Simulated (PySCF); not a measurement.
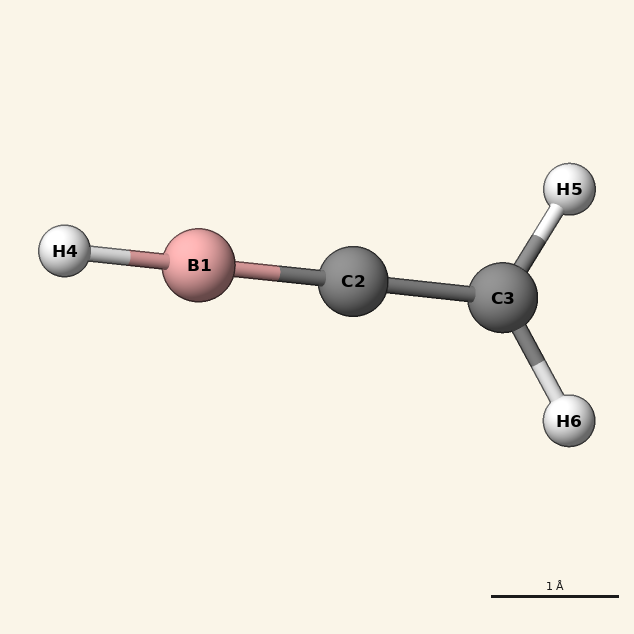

Atoms carry their numbers in the input. The geometry was computed by an optimisation with PBE-D4/def2-SVP. No frequency run is at hand to confirm it as a minimum.

List the bonds and their lengths.

```
 bond  length (Å)
B1–C2       1.376
B1–H4       1.192
C2–C3       1.334
C3–H5       1.110
C3–H6       1.110
```
